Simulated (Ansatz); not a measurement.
Start from BN in the zinc blende structure (space group F-43m, No. 216; a = 3.610 Å). Axes: x, y, z lie along the cube axes.

Now apply this change: biaxial strain +2.50 %, plane normal [111], relaxed out of plane (Cartesian); in-plane vectors clamped, the third vector and the atoms free.

Method: r2SCAN/PAW in Ansatz (a program for electronic structure), spin-orbit coupling left out.

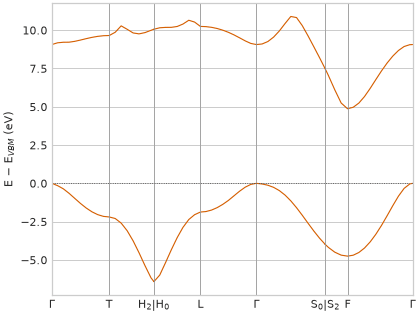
Highest valence and lowest conduction band along the path of the changed cell's own zone

The gap is 4.87 eV, indirect, Γ → F; the base has 5.00 eV.

Stability against distortions was not tested. Labels are those of the standard path for the cell's own space group.
